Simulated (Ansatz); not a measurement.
## InAs (F-43m): modes against uniaxial strain along [110]

Aim: how do the optical modes of InAs (F-43m) shift and split under this strain?

Calculated with Ansatz 0.2.0; DFT LDA, scalar-relativistic, plane waves, PAW; PAW set soft_1.

The database entry behind the starting cell differs from later determinations by our own check (about 0.4 % short), so it need not match the best structure at ambient conditions.

## (1) Starting point

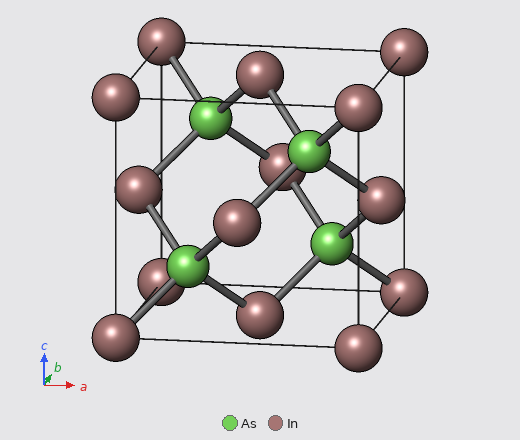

The starting structure, seen slightly off an axis (arsenic green, indium brown). This picture shows the conventional cell, with its axes. Bonds to atoms that aren't drawn are left out. Some periodic images of atoms are drawn too.

Coordinates:

```cif
data_structure
_symmetry_space_group_name_H-M 'P 1'
_symmetry_Int_Tables_number 1
_cell_length_a 4.2681
_cell_length_b 4.2681
_cell_length_c 4.2681
_cell_angle_alpha 60.000
_cell_angle_beta 60.000
_cell_angle_gamma 60.000
_cell_volume 54.98
loop_
_atom_site_label
_atom_site_type_symbol
_atom_site_fract_x
_atom_site_fract_y
_atom_site_fract_z
_atom_site_occupancy
As1 As 0.75000 0.75000 0.75000 1
In2 In 0.00000 0.00000 0.00000 1
```

## (2) Bringing the structure to rest

Harmonic phonons are second derivatives at a point where the forces vanish, and they are wanted at zero stress, so atoms and cell are relaxed first.

input.yaml reads:

```yaml
crystal:
  lattice:
    - [0.0, 3.018, 3.018]
    - [3.018, 0.0, 3.018]
    - [3.018, 3.018, 0.0]
  atoms:
    - { symbol: As, position: [0.75, 0.75, 0.75] }
    - { symbol: In, position: [0.0, 0.0, 0.0] }
kpoints:
  mp_grid: { grid: [12, 12, 12] }
hamiltonian:
  xc: lda
  pseudopotentials: { kind: paw, azcp: { folder: soft_1 }, xc_functional: pbe }
scf:
  occupations: { method: gaussian, width: 0.1 }
output:
  forces: true
  stress: true
  eigenvalues: true
relax:
  adjacent_minimum: "off"
  f_tol: 0.005
  max_steps: 80
  cell: { stress_tol: 0.05 }
```

The run is started by

```bash
> ansatz run input.yaml --threads 4 --pin off --max-ram 10240MiB --backend cpu --events-out ev --progress --plain --runs-dir out
```

Numbers of over 12 decimals in the logs are rounded to 6 here.

Log:

```text
Engine: ansatz 0.2.0, aarch64-unknown-linux-gnu
Pseudopotentials: kind: paw
Pseudopotential: As, paw, valence charge 15, recommended cutoff 420 eV (normal), soft_1/As.paw.azcp
Pseudopotential: In, paw, valence charge 13, recommended cutoff 420 eV (normal), soft_1/In.paw.azcp
Functional definition: SPW92
  exchange = slater_x
  correlation = pw_c
Crystal: 2 atoms, lattice volume = 54.978 Å³
Basis set: ecut = 420 eV, 1067 PW (Γ)
Bands: 18, of which v1, the nominal top of the filled ones, is band 14 counted from 1 (13 counted from 0)
Symmetry: 24 space group operations
Space group: F-43m (ITA 216), of the structure as read, at distance tolerance 3.8e-5 Å
k-points: 72 of 1728 (time reversal used)
Non-local potential: As, projectors of the file, l = 0: 2, l = 1: 2, l = 2: 3, l = 3: 1
Non-local potential: In, projectors of the file, l = 0: 2, l = 1: 2, l = 2: 2, l = 3: 1
PAW form: soft (Blöchl's): semilocal exchange-correlation on the pseudo side does not see the compensation charge
PAW frozen core: As, regenerated for the run's functional, and the local potential with it (the file was generated under x = pbe(κ = 0.804, μ = 0.219515), c = pbe(β = 0.066725))
PAW frozen core: In, regenerated for the run's functional, and the local potential with it (the file was generated under x = pbe(κ = 0.804, μ = 0.219515), c = pbe(β = 0.066725))
PAW one-centre angular grid: As, 590 points (default); XC on 64 Gauss nodes
PAW one-centre angular grid: In, 590 points (default); XC on 64 Gauss nodes
Initial density: superposition of atomic densities (chi_scale 0.1, normalization cell, long waves kept (reshape's long-wave potential 0.00 eV rms))
Initial wavefunctions: pseudopotential atomic-orbital guess
Functional: x = slater, c = lda
SCF iter   1: F=—  HF=-10231.428510 eV  |F-HF|=—  |Δ(HF+E_count)|=         —  Δρ=2.79e-2  dr2=3.80e-1  ethr=3.10e-3  ⟨swp⟩=6.0  Hψ=6483  notcnv=0
preconditioner: auto → none  [insulator: Δε(μ)=0.799 eV  Ē_g=14.686 eV  σ=0.100 eV  W_gap=0.80  n_scr=14 (ndim 8)  ℏωp=21.2 eV  f_vac=0.007  D(μ)=0.03/eV (n_scr^D=0)  ε∞_Penn≈3.1]
SCF iter   2: F=—  HF=-10231.320164 eV  |F-HF|=—  |Δ(HF+E_count)|=   1.08e-1  Δρ=1.24e-2  dr2=6.29e-2  ethr=1.36e-3  ⟨swp⟩=2.0  Hψ=2159  notcnv=0
SCF iter   3: F=—  HF=-10231.305442 eV  |F-HF|=—  |Δ(HF+E_count)|=   1.47e-2  Δρ=2.51e-3  dr2=7.75e-3  ethr=2.25e-4  ⟨swp⟩=2.6  Hψ=2371  notcnv=0
SCF iter   4: F=—  HF=-10231.302143 eV  |F-HF|=—  |Δ(HF+E_count)|=   3.30e-3  Δρ=6.61e-4  dr2=1.15e-4  ethr=2.77e-5  ⟨swp⟩=2.0  Hψ=2305  notcnv=0
SCF iter   5: F=—  HF=-10231.302167 eV  |F-HF|=—  |Δ(HF+E_count)|=   2.41e-5  Δρ=1.75e-4  dr2=5.70e-6  ethr=4.10e-7  ⟨swp⟩=3.0  Hψ=2305  notcnv=0
SCF iter   6: F=—  HF=-10231.302173 eV  |F-HF|=—  |Δ(HF+E_count)|=   6.16e-6  Δρ=1.24e-5  dr2=3.42e-8  ethr=3.57e-10  ⟨swp⟩=4.7  Hψ=6964  notcnv=0
SCF iter   7: F=-10231.302173 eV  HF=-10231.302173 eV  |F-HF|=1.56e-8  |Δ(HF+E_count)|=   1.80e-8  Δρ=4.61e-6  dr2=1.05e-8  ethr=1.22e-10  ⟨swp⟩=4.1  Hψ=4662  notcnv=0
SCF 1 converged in 7 iterations: F = -10231.302173 eV  dr2 = 1.05e-8
  greatest PAW one-centre occupation: 0.999 electrons in one spin orbital (limit 2), on the As atom at site 0 (counted from 0), in its partial waves of l = 2
relax step   1: F+E_penalty+E_count = -10231.30217341 eV  Δ(F+E_penalty+E_count) = +0.000e0 eV  max|allowed force component| = 1.064e-16 eV/Å  Δτ_max = 0.0000 Å  P = -0.302 GPa  Ω = 54.978 Å³  (7 SCF iters, dr2 threshold 1.00e-7 eV, accepted)
Crystal: 2 atoms, lattice volume = 54.604 Å³
Initial density: handed on by an earlier stage of this run
Initial wavefunctions: those handed on with the density
iter 1 solved again at ethr=2.23e-7 eV; its pass at ethr=3.10e-3 eV (dr2=6.26e-5 eV) is discarded
SCF iter   1: F=—  HF=-10231.302474 eV  |F-HF|=—  |Δ(HF+E_count)|=         —  Δρ=2.57e-4  dr2=5.31e-5  ethr=2.23e-7  ⟨swp⟩=2.0  Hψ=7413  notcnv=0
preconditioner: auto → none  [insulator: Δε(μ)=0.728 eV  Ē_g=14.678 eV  σ=0.100 eV  W_gap=0.79  n_scr=14 (ndim 8)  ℏωp=21.3 eV  f_vac=0.084  D(μ)=0.03/eV (n_scr^D=0)  ε∞_Penn≈3.1]
SCF iter   2: F=—  HF=-10231.302460 eV  |F-HF|=—  |Δ(HF+E_count)|=   1.37e-5  Δρ=1.08e-4  dr2=5.90e-6  ethr=1.90e-7  ⟨swp⟩=2.0  Hψ=1558  notcnv=0
SCF iter   3: F=—  HF=-10231.302459 eV  |F-HF|=—  |Δ(HF+E_count)|=   9.72e-7  Δρ=3.80e-5  dr2=8.66e-7  ethr=2.11e-8  ⟨swp⟩=2.0  Hψ=2304  notcnv=0
SCF iter   4: F=-10231.302459 eV  HF=-10231.302459 eV  |F-HF|=4.45e-9  |Δ(HF+E_count)|=   1.27e-7  Δρ=8.15e-6  dr2=1.82e-8  ethr=7.14e-10  ⟨swp⟩=6.1  Hψ=6011  notcnv=0
SCF 2 converged in 4 iterations: F = -10231.302459 eV  dr2 = 1.82e-8
relax step   2: F+E_penalty+E_count = -10231.30245919 eV  Δ(F+E_penalty+E_count) = -2.858e-4 eV  max|allowed force component| = 3.740e-17 eV/Å  Δτ_max = 0.0000 Å  P = +0.106 GPa  Ω = 54.604 Å³  energy of the carried Pulay correction = +5.320e-5 eV  (4 SCF iters, dr2 threshold 2.00e-7 eV, accepted)
Crystal: 2 atoms, lattice volume = 54.700 Å³
iter 1 solved again at ethr=1.44e-8 eV; its pass at ethr=3.10e-3 eV (dr2=4.04e-6 eV) is discarded
SCF iter   1: F=—  HF=-10231.302478 eV  |F-HF|=—  |Δ(HF+E_count)|=         —  Δρ=6.51e-5  dr2=3.55e-6  ethr=1.44e-8  ⟨swp⟩=2.0  Hψ=7317  notcnv=0
preconditioner: auto → none  [insulator: Δε(μ)=0.722 eV  Ē_g=14.671 eV  σ=0.100 eV  W_gap=0.79  n_scr=14 (ndim 8)  ℏωp=21.3 eV  f_vac=0.086  D(μ)=0.03/eV (n_scr^D=0)  ε∞_Penn≈3.1]
SCF iter   2: F=—  HF=-10231.302477 eV  |F-HF|=—  |Δ(HF+E_count)|=   1.01e-6  Δρ=2.62e-5  dr2=3.68e-7  ethr=1.27e-8  ⟨swp⟩=2.0  Hψ=1562  notcnv=0
SCF iter   3: F=—  HF=-10231.302477 eV  |F-HF|=—  |Δ(HF+E_count)|=   8.69e-8  Δρ=9.71e-6  dr2=5.42e-8  ethr=1.31e-9  ⟨swp⟩=2.0  Hψ=2300  notcnv=0
SCF iter   4: F=-10231.302477 eV  HF=-10231.302477 eV  |F-HF|=1.16e-10  |Δ(HF+E_count)|=   1.03e-8  Δρ=1.82e-6  dr2=9.60e-10  ethr=9.99e-11  ⟨swp⟩=4.0  Hψ=4325  notcnv=0
SCF 3 converged in 4 iterations: F = -10231.302477 eV  dr2 = 9.60e-10
relax step   3: F+E_penalty+E_count = -10231.30247685 eV  Δ(F+E_penalty+E_count) = -1.766e-5 eV  max|allowed force component| = 4.174e-17 eV/Å  Δτ_max = 0.0000 Å  P = -0.001 GPa  Ω = 54.700 Å³  energy of the carried Pulay correction = +3.944e-5 eV  (4 SCF iters, dr2 threshold 2.80e-8 eV, accepted)
Initial wavefunctions: pseudopotential atomic-orbital guess (no wavefunctions were taken with the density)
iter 1 solved again at ethr=6.82e-8 eV; its pass at ethr=3.10e-3 eV (dr2=1.91e-5 eV) is discarded
SCF iter   1: F=—  HF=-10231.302437 eV  |F-HF|=—  |Δ(HF+E_count)|=         —  Δρ=5.01e-6  dr2=2.59e-9  ethr=6.82e-8  ⟨swp⟩=3.0  Hψ=10007  notcnv=0
eigensolver tolerance schedule: the retry pair's looser diagonalisation over-reported the residual by 7382.40 of it (diagonalisation noise at 0.19 of the residual, at the tolerance the schedule requests for it); recorded, not acted on — ethr = c·dr2/N_el stays at c = 1.0e-1
SCF iter   2: F=—  HF=-10231.302436 eV  |F-HF|=—  |Δ(HF+E_count)|=   1.54e-6  Δρ=2.61e-6  dr2=9.41e-10  ethr=9.24e-12  ⟨swp⟩=3.0  Hψ=2690  notcnv=0
SCF iter   3: F=—  HF=-10231.302436 eV  |F-HF|=—  |Δ(HF+E_count)|=  5.95e-10  Δρ=5.77e-7  dr2=1.45e-10  ethr=3.36e-12  ⟨swp⟩=2.8  Hψ=1890  notcnv=0
SCF iter   4: F=-10231.302436 eV  HF=-10231.302436 eV  |F-HF|=5.46e-12  |Δ(HF+E_count)|=  3.64e-11  Δρ=1.54e-7  dr2=7.56e-12  ethr=1.00e-12  ⟨swp⟩=4.0  Hψ=6071  notcnv=0
SCF 4 converged in 4 iterations: F = -10231.302436 eV  dr2 = 7.56e-12
relax step   4: F+E_penalty+E_count = -10231.30243580 eV  Δ(F+E_penalty+E_count) = +4.105e-5 eV  max|allowed force component| = 4.366e-17 eV/Å  Δτ_max = 0.0000 Å  P = -0.002 GPa  Ω = 54.700 Å³  stress off target by 1.52e-3 GPa  SCF on the basis re-selected at this cell (its energy is not comparable with the rows above)  (4 SCF iters)
basis re-selected at this cell: Δ(F+E_penalty+E_count) = +4.105e-5 eV, ΔP = -0.000 GPa vs the last step (what re-selecting the basis moved, of the pressure what is left beyond the Pulay correction that the steps carried, after the strain that the cell walked since its last selection, with what the two solves' SCF thresholds leave and, on support functions, any second-order correction that the steps lacked; it is no m [...]
SCF converged after 4 iterations
Free energy (F): -10231.302436 eV
Harris-Foulkes:  -10231.302436 eV  (|F-HF|=5.46e-12)
Internal energy: -10231.302286 eV  (E = F + TS)
E sigma→0 (E₀):  -10231.302361 eV
Entropy (-TS):   -0.000149 eV (-0.075 meV/atom)
Fermi energy:    7.556940 eV
--- Per-component energies (eV) ---
  E_band       = -323.908762
  E_kinetic    = 318.612271
  E_local      = -3471.973655  (includes V_loc(G=0)·N_el)
  E_nonlocal   = -59.464318
  E_hartree    = 1725.487369
  E_xc         = -212.397231
  E_vxc        = -164.759371  (∫ρ·V_xc dr)
  E_paw        = -6001.858080  (= ΣΔE_a)
  E_vpaw       = -397.298493  (= ΣTr[D̂ρ^β])
  E_aug_tail   = 0.000082  (compensation charges beyond the density's cutoff)
  E_ewald      = -2532.068489
  E_core_change = 2.359764  (= ΣΔE_core)
  E_smearing   = -0.000149  (= −TS)
  E_closure    = 0.000000  (closes the sum)
  Σ components = -10231.302436   (vs F -10231.302436, Δ=0.00e0)
--- Forces (eV/Å), atoms counted from 1 ---
  atom   1  As     0.00000000     0.00000000    -0.00000000
  atom   2  In    -0.00000000     0.00000000     0.00000000
  max |Σ_I F_I| component: 7.92e-17 eV/Å
--- Stress (GPa, compression-positive) ---
       -0.001515       0.000000       0.000000
        0.000000      -0.001515       0.000000
        0.000000       0.000000      -0.001515
  P = ⅓ Tr σ = -0.0015 GPa (-0.015 kbar)
--- Band table (eV; the first three rows and the last of 72) ---
  k-point 0: bands = [... 10 lower, -4.5071, 7.1124, 7.4992, 7.4992, 7.4992, 11.3397, 11.3397, 11.3397]
  k-point 1: bands = [... 10 lower, -4.4324, 6.1301, 7.4048, 7.4048, 8.2213, 11.3622, 11.4776, 11.4776]
  k-point 2: bands = [... 10 lower, -4.2171, 4.8973, 7.1760, 7.1760, 8.6238, 11.7281, 11.7920, 11.7920]
  k-point 71: bands = [... 10 lower, -2.3912, 1.6729, 4.4770, 4.5506, 11.6601, 11.7171, 12.3976, 13.4863]
--- Relaxed structure (3 steps of the walk, 3 accepted, 1 SCFs on fresh bases) ---
  F+E_penalty+E_count = -10231.30243580 eV   max|allowed force component| = 4.366e-17 eV/Å   (the final SCF, on the basis selected at the relaxed cell)
  cell:  # Å, volume = 54.7002 Å³
    - [0, 3.012912, 3.012912]
    - [3.012912, 0, 3.012912]
    - [3.012912, 3.012912, 0]
  atoms:
    - { symbol: As, position: [0.750000, 0.750000, 0.750000] }
    - { symbol: In, position: [0, 0, 0] }
```

Elapsed: 7.9 s, on 4 threads of Arm Neoverse V1, shared host; peak memory 0.42 GiB; 30 s of CPU time.

Relaxation path:

```csv
step,energy less that of the first step (eV),largest force component (eV/Å),pressure (GPa),volume (Å³)
1,0.0000,0.0000,-0.30,54.98
2,-0.0003,0.0000,0.11,54.60
3,-0.0003,0.0000,0.00,54.70
4*,-0.0003,0.0000,0.00,54.70
```

Relaxation steps marked * repeat the geometry before them on a plane-wave basis chosen anew for their cell, so energy and pressure can jump there.

The run keeps the 24 symmetry operations that it works with, so distortions that break them were not tested.

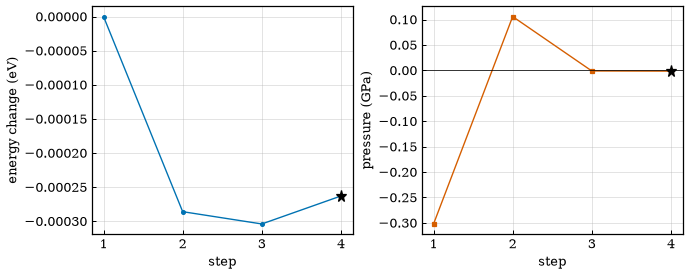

Energy and pressure along the relaxation. Stars mark steps on a basis chosen anew.

```csv
"conventional cell, symmetrised",before,after,change
a (Å),6.036,6.026,-0.2 %
b (Å),6.036,6.026,-0.2 %
c (Å),6.036,6.026,-0.2 %
volume (Å³/atom),27.49,27.35,-0.5 %
```

Final coordinates:

```xyz
2
Lattice="0.0000 3.0129 3.0129 3.0129 0.0000 3.0129 3.0129 3.0129 0.0000" Properties=species:S:1:pos:R:3 pbc="T T T"
As    4.5194    4.5194    4.5194
In    0.0000    0.0000    0.0000
```

Numbers from this step:

- pressure: -0.001515 GPa
- volume per atom: 27.35 Å³
- gap on the k-mesh: 0 eV

In this step the volume went from 27.49 to 27.35 Å³/atom.

## (3) Tight relaxation

At this level the gap closes at Γ, and partly filled states there would soften the modes. So, after a tight relaxation on a Γ-centred mesh that is not shown, the volume is relaxed again on 12×12×12 points shifted off Γ, the mesh of all runs that follow.

input.yaml, the sections that differ from step 2:

```yaml
crystal:
  lattice:
    - [0.0, 3.0129116482, 3.0129116482]
    - [3.0129116482, 0.0, 3.0129116482]
    - [3.0129116482, 3.0129116482, 0.0]
  atoms:
    - { symbol: As, position: [0.75, 0.75, 0.75] }
    - { symbol: In, position: [0.0, 0.0, 0.0] }
kpoints:
  mp_grid: { grid: [12, 12, 12], shift: [0.5, 0.5, 0.5] }
scf:
  occupations: { method: gaussian, width: 0.015 }
relax:
  adjacent_minimum: "off"
  f_tol: 0.001
  max_steps: 60
  cell: { stress_tol: 0.01, fix: [shape] }
# hamiltonian, output: as in step 2
```

Log:

```text
[...]
k-point 181: bands = [... 10 lower, -2.9568, 1.6471, 5.9293, 6.4053, 8.8639, 11.9039, 12.3294, 14.4356]
--- Relaxed structure (2 steps of the walk, 2 accepted, 1 SCFs on fresh bases) ---
[...]
cell:  # Å, volume = 54.6936 Å³
    - [0, 3.012789, 3.012789]
    - [3.012789, 0, 3.012789]
    - [3.012789, 3.012789, 0]
  atoms:
    - { symbol: As, position: [0.749981, 0.749981, 0.749981] }
    - { symbol: In, position: [1.8644657889038985e-5, 1.8644657889038992e-5, 1.864465788903899e-5] }
[key lines of the parts left out:]
SCF converged after 7 iterations
Free energy (F): -10231.302744 eV
Fermi energy:    7.657223 eV
P = ⅓ Tr σ = 0.0018 GPa (0.018 kbar)
```

It took 15 s on 4 threads; peak memory 0.51 GiB.

Little changed from the start: no atom moved by 0.005 Å and no cell edge by 0.1 %.

Numbers from this step:

| Property | Result |
| --- | --- |
| pressure | 0.001818 GPa |
| gap on the k-mesh | 0.3625 eV |

The largest force component left is 0.48 meV/Å and the pressure is 0.002 GPa, within the tolerances set. The cell now holds 27.35 Å³/atom.

## (4) Zone-centre response at rest

The force constants come from the linear response of the density to a displacement.

The modes at rest are the reference of the series.

input.yaml, the sections that differ from step 3:

```yaml
crystal:
  lattice:
    - [0.0, 3.0127892376, 3.0127892376]
    - [3.0127892376, 0.0, 3.0127892376]
    - [3.0127892376, 3.0127892376, 0.0]
  atoms:
    - { symbol: As, position: [0.7499813553, 0.7499813553, 0.7499813553] }
    - { symbol: In, position: [1.86447e-05, 1.86447e-05, 1.86447e-05] }
output:
  eigenvalues: true
phonons:
  method: dfpt
# kpoints, hamiltonian, scf: as in step 3
# relax: removed
```

Log:

```text
[...]
Crystal: 2 atoms, lattice volume = 54.694 Å³
Basis set: ecut = 420 eV, 1067 PW (Γ), exchange–correlation on 60×60×60 points (8 copies of the dense FFT grid, shifted against one another)
Bands: 18, of which v1, the nominal top of the filled ones, is band 14 counted from 1 (13 counted from 0)
Symmetry: 6 space group operations
k-points: 468 of 1728 (irreducible under 2 space group operations, time reversal used)
[...]
SCF iter   1: F=—  HF=-10231.429647 eV  |F-HF|=—  |Δ(HF+E_count)|=         —  Δρ=2.80e-2  dr2=3.82e-1  ethr=3.10e-3  ⟨swp⟩=6.0  Hψ=42399  notcnv=0
[...]
SCF iter   9: F=-10231.302745 eV  HF=-10231.302745 eV  |F-HF|=0.00e0  |Δ(HF+E_count)|=  3.64e-12  Δρ=8.46e-8  dr2=1.72e-12  ethr=1.00e-12  ⟨swp⟩=5.9  Hψ=34837  notcnv=0
SCF 1 converged in 9 iterations: F = -10231.302745 eV  dr2 = 1.72e-12
[...]
DFPT response loops at Γ: preconditioner auto → none (the input reference at scf.mixing.eps_inf says where Resta's filter doesn't serve); β = 0.50; Broyden in place of MSR1
SCF converged after 9 iterations
Free energy (F): -10231.302745 eV
[...]
Internal energy: -10231.302745 eV  (E = F + TS)
E sigma→0 (E₀):  -10231.302745 eV
Fermi energy:    7.657222 eV
[...]
--- Band table (eV; the first three rows and the last of 468) ---
  k-point 0: bands = [... 10 lower, -4.4876, 6.7142, 7.4758, 7.4758, 7.8382, 11.3384, 11.3780, 11.3780]
  k-point 1: bands = [... 10 lower, -4.3888, 5.8445, 7.2038, 7.4263, 8.4497, 11.2916, 11.4666, 11.7394]
  k-point 2: bands = [... 10 lower, -4.1528, 4.6645, 6.8962, 7.2208, 8.7791, 11.6249, 11.7497, 12.1821]
  k-point 467: bands = [... 10 lower, -2.9898, 1.6229, 6.3291, 6.4545, 8.4848, 12.0461, 12.1951, 14.2851]
--- Phonons (Γ-DFPT): 2 representative perturbations + reference, on 468 of 1728 k-points (Σ response iterations 6) ---
  k mesh reduced under 2 symmetry operations, with k and −k counted as one. Each operation leaves every solved perturbation unchanged. A smaller set is not used because it would not reduce the number of displacements times k-points to solve
  ASR residual: 9.098e-5 → 0.000e0 eV/Å²; symmetrization residual: 2.103e-5 eV/Å²
  ASR residual per site (eV/Å²): 2.96e-5 9.10e-5
  Γ frequencies (cm⁻¹): 0.00 0.00 0.00 215.24 215.24 215.26
  non-analytic LO–TO correction: not included (Born effective charges unavailable; polar crystals: no LO–TO splitting at Γ)
```

Run time: 40 s. Hardware: 4 threads; peak memory 1.5 GiB.

This step gave:

| Item | Value |
| --- | --- |
| sum-rule residual before enforcement | 9.10e-5 eV/Å² |
| highest optical mode at the zone centre (no LO-TO term) | 215.3 cm⁻¹ |
| lowest optical zone-centre mode | 215.2 cm⁻¹ |

Patterns of degenerate modes are one choice out of their space. The modes at Γ (shares of kinetic energy by element, %):

```csv
mode,frequency (cm⁻¹),As %,In %
1,0.0,39,61
2,0.0,39,61
3,0.0,39,61
4,215.2,61,39
5,215.2,61,39
6,215.3,61,39
```

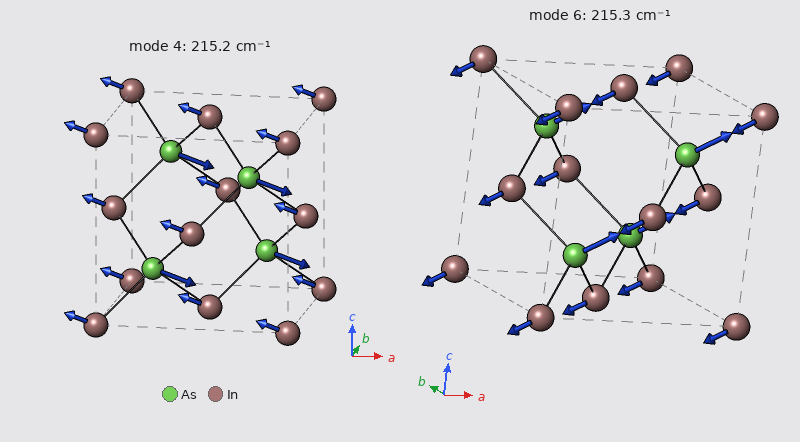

Displacement patterns of modes 4 and 6 at Γ; arrows are exaggerated. Bonds to atoms that aren't drawn are left out. Some periodic images of atoms are drawn too.

Before it was imposed, the acoustic sum rule was missed by 9.1e-5 eV/Å². Small misses are needed for a sound result but don't prove that mesh and cutoff are converged. The lowest optical mode is real, 215 cm⁻¹.

(Continued in part 2 of 2.)

[Logs are printed without paths, hosts, clocks, repeated set-up lines and the standing remarks that a program may print on its own settings, such as how far it seeks lower states.]

[Hosts, paths, dates, database ids (printed as entryN), source tags and the programs' standing remarks are cut or masked in the printed files.]
